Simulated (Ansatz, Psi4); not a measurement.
**Exact exchange and the HOMO–LUMO gap of Si2NH7**

The species is Si2NH7 (10 atoms), meant as a singlet with charge 0. As SMILES, `[SiH3]N[SiH3]`. Geometry: relaxed at PBE0-D4/def2-TZVP.

The HOMO–LUMO gap y, in eV, basis 6-31G(d); a is the functional's share of exact exchange. Programs: Ansatz 0.2.0, Psi4 1.11.

| functional | program | a | y (eV) |
| --- | --- | --- | --- |
| TPSS | Psi4 | 0 | 5.83 |
| revPBE | Ansatz | 0 | 5.52 |
| TPSSh | Psi4 | 0.1 | 6.69 |
| B3LYP | Ansatz | 0.2 | ? |
| PBE0 | Ansatz | 0.25 | 7.68 |
| r2SCAN0 | Ansatz | 0.25 | 8.19 |
| BHLYP | Ansatz | 0.5 | 9.85 |

Q: Fit y = c + s·a to the known rows and predict B3LYP.

A: 
1. Means of the 6 rows: a = 0.1833, y = 7.293.
2. Σ(Δa)² = 0.18333, Σ(Δa·Δy) = 1.5388, so the slope is 1.5388/0.18333 = 8.3936.
3. Intercept: 7.293 − (8.3936) × 0.1833 = 5.754. The largest residual of the fit is 0.34.
4. B3LYP: 5.754 + (8.3936) × 0.2 = 7.43 eV.

The run gave 7.24 eV, so the prediction is off by +0.19 eV, within the largest residual. Exact exchange lowers occupied levels and raises empty ones. The rows mix families of semi-local functionals, which the line can't see.

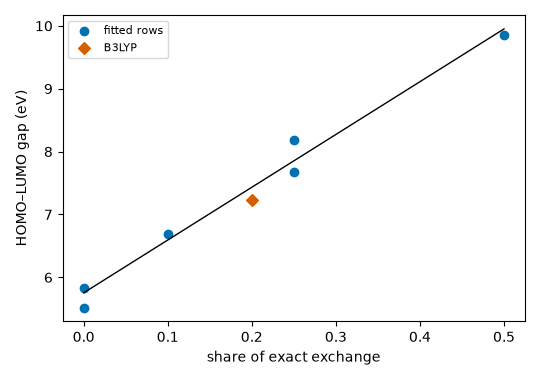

The fitted line, with the withheld row.
